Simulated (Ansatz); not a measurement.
# doublet [PH4]2+: levels of theory compared

Aim: a comparison of 6 runs (UB2PLYP/6-31G, UBLYP/3-21G, UBLYP/6-31G, UPBE/6-31G, UMP2/6-31G, UCCSD(T)/3-21G) of doublet [PH4]2+. 

The calculation is run with Ansatz 0.2.0.

**1. The system as given**

[PH4]2+ has 5 atoms, charge +2, and is taken as a doublet. SMILES of the parent species: `[PH4+]`. The coordinates come from a GFN2-xTB relaxation. That shape belongs to the parent species and isn't relaxed for this state.

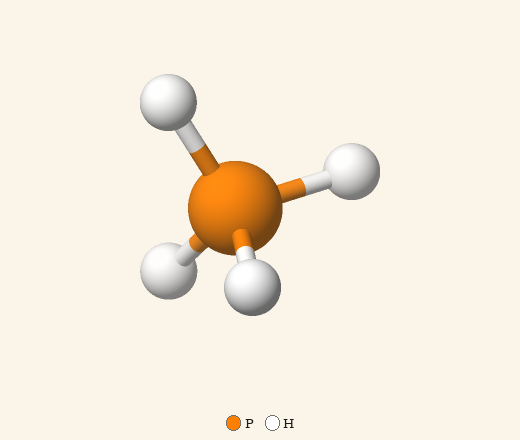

Viewed from a chosen angle; phosphorus orange, hydrogen white.

**2. The energy at UB2PLYP/6-31G (run 1)**

The input, molecule.yaml:

```yaml
basis:
  gaussian:
    orbitals: 6-31G
crystal:
  periodic: [false, false, false]
  atoms:
    - {symbol: P, position_ang: [-0.000020, -0.000000, 0.000050]}
    - {symbol: H, position_ang: [1.357460, -0.061330, 0.210450]}
    - {symbol: H, position_ang: [-0.617320, -1.016050, 0.691010]}
    - {symbol: H, position_ang: [-0.261860, -0.133750, -1.343340]}
    - {symbol: H, position_ang: [-0.478250, 1.211140, 0.441830]}
total_charge: 2
magnetization:
  spin_polarized: true
  initial_magnetization: 1
hamiltonian:
  xc: {name: B2PLYP}
correlation:
  frozen_orbitals: {H: 0, P: 5}
accuracy: high
```

Launch:

```console
$ ansatz run molecule.yaml --threads 1 --pin off --max-ram 2610MiB --events-out events.jsonl --progress --plain --runs-dir runs
```

Standard output:

```text
Warning: RAYON_NUM_THREADS=1 ignored (pool sized by the plan → 1); use --threads N
Functional definition: B2PLYP
  name "B2PLYP"
  parameter a = 0.53
  parameter c = 0.27
  exchange = (1 - a)*b88_x + a*exact_x
  correlation = (1 - c)*lyp_c + c*(mp2_os + mp2_ss)
478 factors; integrals over basis functions are off by at most 3.8e-9 eV
mean field evaluation 1: about -9315.4597 eV, gradient 9.9e0 eV
mean field evaluation 2: about -9315.4580 eV, gradient 9.9e0 eV
mean field evaluation 4: about -9316.2072 eV, gradient 5.9e-1 eV
mean field evaluation 8: about -9316.2155 eV, gradient 8.4e-2 eV
mean field evaluation 16: about -9316.2422 eV, gradient 4.7e-2 eV
mean field evaluation 32: about -9316.2335 eV, gradient 1.3e-1 eV
mean field evaluation 64: about -9316.2421 eV, gradient 4.6e-2 eV
mean field -9316.24377251 eV, -342.3656438628 hartree, gradient 2.7e-8 eV, S^2 0.754645; 4 other end points of the search recorded, 0 dependent functions left out
5 core orbitals not correlated: weight in the atoms' cores, before any rotation towards them, 1.000 or more for the frozen orbitals, at most 0.000 for the correlated occupied ones
reference -9316.24378980 eV, -342.3656444983 hartree; 4, 3 occupied and 12, 13 virtual orbitals, 478 factors
second order -1.79186479 eV of doubles, -0.00000000 eV of singles
Total energy: -9316.72759329 eV, -342.3834239488 hartree
```

Run time: 7.2 s. Hardware: 1 thread of AMD EPYC 7R43 (Zen 3), shared host; peak memory 0.13 GiB.

**3. The energy at UBLYP/3-21G (run 2)**

The input, input.yaml:

```yaml
basis:
  gaussian:
    orbitals: 3-21G.json
crystal:
  periodic: [false, false, false]
  atoms:
    - {symbol: P, position_ang: [-0.000020, -0.000000, 0.000050]}
    - {symbol: H, position_ang: [1.357460, -0.061330, 0.210450]}
    - {symbol: H, position_ang: [-0.617320, -1.016050, 0.691010]}
    - {symbol: H, position_ang: [-0.261860, -0.133750, -1.343340]}
    - {symbol: H, position_ang: [-0.478250, 1.211140, 0.441830]}
magnetization:
  spin_polarized: true
  initial_magnetization: 1
hamiltonian:
  xc: {name: BLYP}
total_charge: 2
accuracy: high
```

The basis set 3-21G is read from a file made from the Basis Set Exchange's data (not shown).

Launch:

```console
$ ansatz run input.yaml --threads 1 --pin off --max-ram 2610MiB --events-out events.jsonl --progress --plain --runs-dir runs
```

Standard output:

```text
Warning: RAYON_NUM_THREADS=1 ignored (pool sized by the plan → 1); use --threads N
Functional definition: BLYP
  name "BLYP"
  parameter beta = 0.0042
  parameter a = 0.04918
  parameter b = 0.132
  parameter c = 0.2533
  parameter d = 0.349
  exchange = b88_x(beta = beta)
  correlation = lyp_c(a = a, b = b, c = c, d = d)
423 factors; integrals over basis functions are off by at most 4.4e-9 eV
mean field evaluation 1: about -9272.3236 eV, gradient 1.8e1 eV
mean field evaluation 2: about -9271.7706 eV, gradient 2.0e1 eV
mean field evaluation 4: about -9273.9643 eV, gradient 7.1e0 eV
mean field evaluation 8: about -9274.2605 eV, gradient 4.8e0 eV
mean field evaluation 16: about -9274.5773 eV, gradient 8.5e-7 eV
mean field evaluation 32: about -9274.5765 eV, gradient 2.1e-2 eV
mean field -9274.57726289 eV, -340.8344278769 hartree, gradient 4.2e-8 eV, S^2 0.752222; 4 other end points of the search recorded, 0 dependent functions left out
reference -9274.57729900 eV, -340.8344292040 hartree; 9, 8 occupied and 12, 13 virtual orbitals, 423 factors
Total energy: -9274.57729900 eV, -340.8344292040 hartree
```

Run time: 3 s. Hardware: 1 thread of AMD EPYC 7R43 (Zen 3), shared host; peak memory 0.13 GiB.

Run 3 isn't shown in full; the table further down has it.

**4. A single-point energy at UPBE/6-31G (run 4)**

Changes to input.yaml since step 3:

```diff
@@ -1,4 +1 @@
-basis:
-  gaussian:
-    orbitals: 3-21G.json
 crystal:
@@ -11,7 +8,6 @@
     - {symbol: H, position_ang: [-0.478250, 1.211140, 0.441830]}
-magnetization:
-  spin_polarized: true
-  initial_magnetization: 1
-hamiltonian:
-  xc: {name: BLYP}
+basis:
+  gaussian: {orbitals: 6-31G}
+hamiltonian: {xc: {name: PBE}}
+magnetization: {spin_polarized: true, initial_magnetization: 1}
 total_charge: 2
```

Launch:

```console
$ ansatz run input.yaml --threads 1 --pin off --max-ram 2610MiB --events-out events.jsonl --progress --plain --runs-dir runs
```

Standard output:

```text
Warning: RAYON_NUM_THREADS=1 ignored (pool sized by the plan → 1); use --threads N
Functional definition: PBE
  name "PBE"
  parameter kappa = 0.804
  parameter beta = 0.06672455060314922
  exchange = pbe_x(kappa = kappa, mu = beta*pi^2/3)
  correlation = pbe_c(beta = beta)
478 factors; integrals over basis functions are off by at most 3.8e-9 eV
mean field evaluation 1: about -9315.0499 eV, gradient 1.5e1 eV
mean field evaluation 2: about -9314.6099 eV, gradient 1.7e1 eV
mean field evaluation 4: about -9316.3865 eV, gradient 6.8e0 eV
mean field evaluation 8: about -9316.9800 eV, gradient 1.0e0 eV
mean field evaluation 16: about -9316.9852 eV, gradient 2.1e-2 eV
mean field evaluation 32: about -9316.8882 eV, gradient 2.4e0 eV
mean field -9316.98521122 eV, -342.3928912330 hartree, gradient 7.0e-8 eV, S^2 0.751360; 4 other end points of the search recorded, 0 dependent functions left out
reference -9316.98521335 eV, -342.3928913113 hartree; 9, 8 occupied and 12, 13 virtual orbitals, 478 factors
Total energy: -9316.98521335 eV, -342.3928913113 hartree
```

Run time: 3.9 s. Hardware: 1 thread of AMD EPYC 7R43 (Zen 3), shared host; peak memory 0.12 GiB.

Run 5 isn't shown in full; the table further down has it.

**5. A single-point energy at UCCSD(T)/3-21G (run 6)**

The input, in.yaml:

```yaml
crystal:
  periodic: [false, false, false]
  atoms:
    - symbol: P
      position_ang: [-0.000020, -0.000000, 0.000050]
    - symbol: H
      position_ang: [1.357460, -0.061330, 0.210450]
    - symbol: H
      position_ang: [-0.617320, -1.016050, 0.691010]
    - symbol: H
      position_ang: [-0.261860, -0.133750, -1.343340]
    - symbol: H
      position_ang: [-0.478250, 1.211140, 0.441830]
basis:
  gaussian:
    orbitals: 3-21G.json
total_charge: 2
magnetization:
  spin_polarized: true
  initial_magnetization: 1
correlation:
  method: ccsd_t
  frozen_orbitals: {H: 0, P: 5}
accuracy: high
scf:
  omitted_lower_state_checks: [cluster_reference, increment]
```

The basis set 3-21G is read from a file made from the Basis Set Exchange's data (not shown).

Launch:

```console
$ ansatz run in.yaml --threads 1 --pin off --max-ram 2610MiB --events-out events.jsonl --progress --plain --runs-dir runs
```

Standard output:

```text
Warning: RAYON_NUM_THREADS=1 ignored (pool sized by the plan → 1); use --threads N
[... 14 lines left out ...]
5 core orbitals not correlated: weight in the atoms' cores, before any rotation towards them, 1.000 or more for the frozen orbitals, at most 0.000 for the correlated occupied ones
[... 34 lines left out ...]
Total energy: -9259.21323377 eV, -340.2698102210 hartree
Checks for a lower state left out: cluster_reference, increment
```

Wall time 0.53 s (1 thread of AMD EPYC 7R43 (Zen 3), shared host).

**6. Overview of the runs**

| run | level | frozen core orbitals | energy (Eh) | ⟨S²⟩ | wall time |
| --- | --- | --- | --- | --- | --- |
| 1 | UB2PLYP/6-31G | 5 | -342.383424 | 0.755 | 7.2 s |
| 2 | UBLYP/3-21G | – | -340.834429 | 0.752 | 3 s |
| 3 | UBLYP/6-31G | – | -342.554320 | 0.752 | 3 s |
| 4 | UPBE/6-31G | – | -342.392891 | 0.751 | 3.9 s |
| 5 | UMP2/6-31G | 5 | -341.946066 | 0.757 | 0.47 s |
| 6 | UCCSD(T)/3-21G | 5 | -340.269810 | 0.757 | 0.53 s |

**7. What came out**

```
                                          quantity          value
                               run 6: total energy  -340.26981 Eh
run 6: correlation energy (5 core orbitals frozen)      -77.6 mEh
                             run 6: (T) correction      -0.92 mEh
          run 6: ⟨S²⟩ of the reference determinant          0.757
                              run 6: T1 diagnostic          0.012
```

In words: Totals of different functionals can't be ranked against each other. All runs together took 18 s, the longest 7.2 s.
